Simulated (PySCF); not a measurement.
```tsv
atom	x (Å)	y (Å)	z (Å)
Si	-0.2499	-0.6515	1.2604
N	-1.0048	-0.2525	-0.3040
Si	-1.6754	-1.6207	-1.1923
Si	-1.0834	1.3648	-1.0599
N	-0.0066	-2.3423	1.4141
O	1.2583	0.1199	1.1986
P	2.2864	1.0651	0.4724
O	3.6064	0.5398	0.1715
O	1.4232	1.4881	-0.8554
O	2.3662	2.3878	1.3416
Cl	-1.2269	0.0255	2.8721
H	-2.3352	-1.1202	-2.3893
H	-2.6555	-2.3438	-0.3980
H	-0.6374	-2.5498	-1.6115
H	-0.7532	2.4250	-0.1319
H	-0.4748	1.4269	-2.3751
H	-2.5132	1.5603	-1.3278
H	0.5298	-2.8999	0.7700
H	-0.3111	-2.9174	2.1803
H	1.8528	1.4336	-1.7116
H	1.6041	2.8613	1.6754
```

Geometry: GFN1-xTB.

All numbers below come from PBE0/pcSseg-1, SCF density, gas phase, non-relativistic in PySCF.

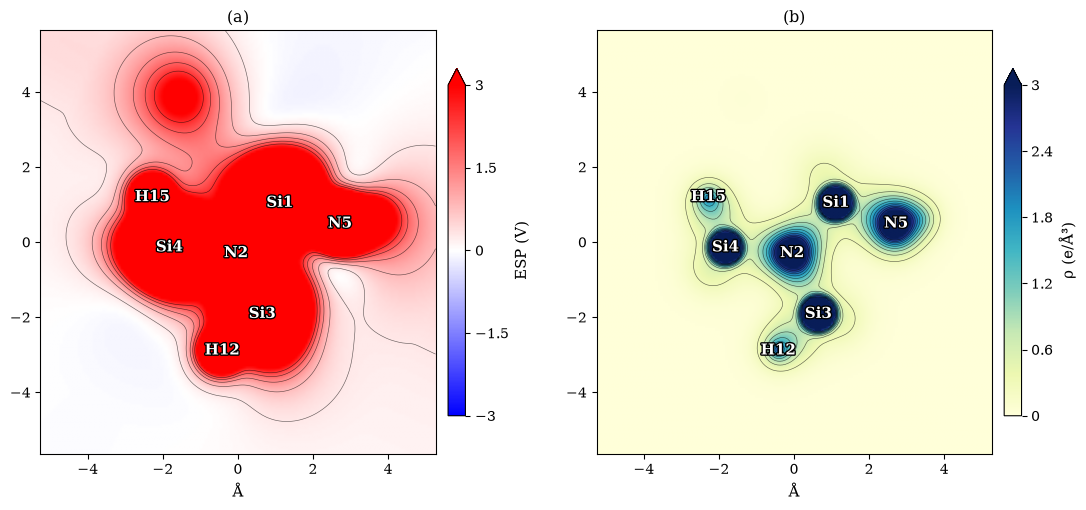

ClH10N2O4PSi3 (SMILES N[Si](Cl)(OP(=O)(O)O)N([SiH3])[SiH3]). (a) electrostatic potential; (b) electron density on the plane of atoms N2, Si3 and H12.

Q: What does the map show?

A: Atoms in the plane: Si, N and H. Si–N (1.72 Å): ρ at the midpoint is about 1.1 e/Å³. The potential has no marked negative region in this plane.
